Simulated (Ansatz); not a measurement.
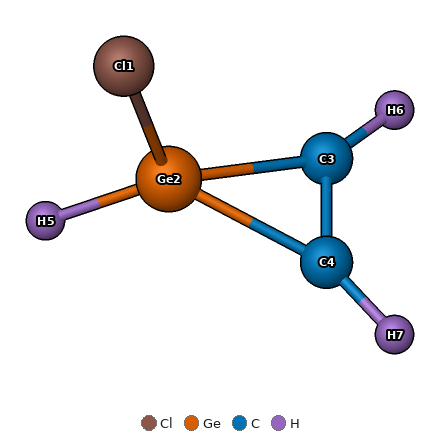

The system is C2H3ClGe, SMILES [Cl][GeH]1[CH]=[CH]1; the picture shows the reference structure. 
- The first coordinate is: bond length C4–H7; the second: angle H7–C4–Ge2.
- Nothing is relaxed (all other coordinates rigid).
- The scan uses a 9 × 9 grid.
- Energies: kJ/mol, counted from the lowest grid point.
- All numbers below come from RKS BHLYP-D4/def2-TZVP (Ansatz).

Its coordinates:

```xyz
7

Cl   -1.8945   -1.8390   -0.4953
Ge   -0.7195   -0.0383   -0.5748
C     0.3249    0.4625    0.9071
C     1.0824   -0.0734   -0.0366
H    -1.3409    0.8857   -1.5983
H     0.4843    0.8474    1.8978
H     2.1244   -0.3130   -0.1456
```

Range: bond length C4–H7 from 0.924 to 1.505 Å; angle H7–C4–Ge2 from 119.7 to 179.0°.

> What landscape does the calculation give?

The lowest grid point is at bond length C4–H7 = 1.069 Å, angle H7–C4–Ge2 = 156.8°. It is the only kind of minimum in the scanned range. The highest grid point, bond length C4–H7 = 1.505 Å, angle H7–C4–Ge2 = 119.7°, lies 227 kJ/mol above the lowest. Round the minimum the two coordinates are nearly uncoupled.

| angle H7–C4–Ge2 ↓, bond length C4–H7 → | 0.924 | 0.997 | 1.069 | 1.142 | 1.214 | 1.287 | 1.360 | 1.432 | 1.505 |
| --- | --- | --- | --- | --- | --- | --- | --- | --- | --- |
| 179.0 | 94 | 51 | 37 | 42 | 59 | 85 | 115 | 146 | 179 |
| 171.6 | 74 | 31 | 17 | 23 | 41 | 67 | 98 | 131 | 164 |
| 164.2 | 61 | 18 | 5 | 11 | 30 | 57 | 88 | 122 | 156 |
| 156.8 | 55 | 12 | 0 | 7 | 26 | 53 | 85 | 119 | 154 |
| 149.3 | 55 | 13 | 1 | 9 | 28 | 56 | 89 | 122 | 158 |
| 141.9 | 62 | 20 | 9 | 16 | 36 | 65 | 97 | 132 | 167 |
| 134.5 | 74 | 33 | 22 | 30 | 50 | 79 | 112 | 146 | 182 |
| 127.1 | 91 | 50 | 39 | 48 | 69 | 98 | 132 | 166 | 202 |
| 119.7 | 112 | 72 | 62 | 71 | 92 | 122 | 156 | 191 | 227 |

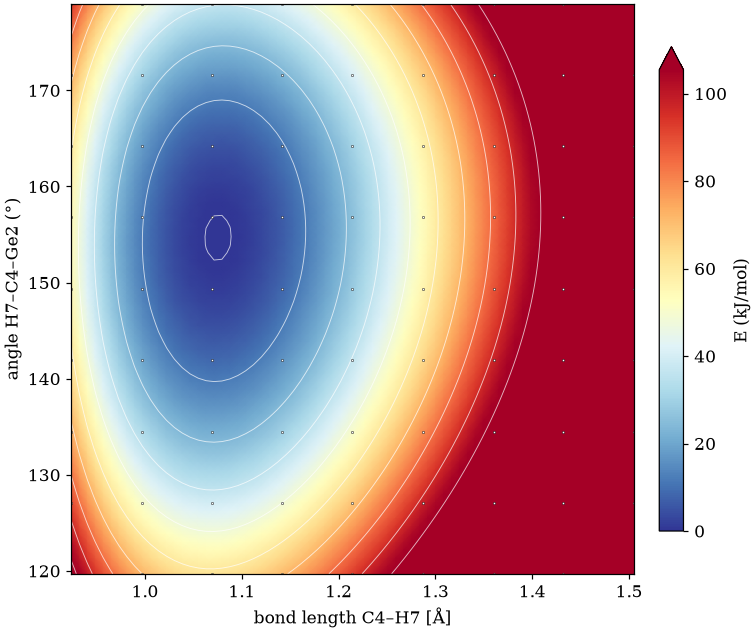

Drawn: a smooth colour map with a few white contour lines, dots at the grid points, one colour for all values above the top of the scale. Between grid points the surface is interpolated.

Time for the 81 points that were run: 10 min on 1 thread of Arm Neoverse V2 (shared host).
